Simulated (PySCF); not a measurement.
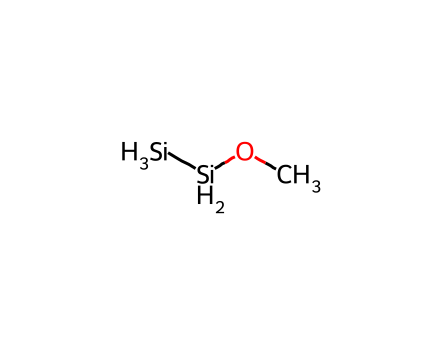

Simulated data, not a measurement (program: PySCF).

Question: Give its SMILES.

Answer: CO[SiH2][SiH3]

Question: Give the formula, hydrogens included.

Answer: CH8OSi2.
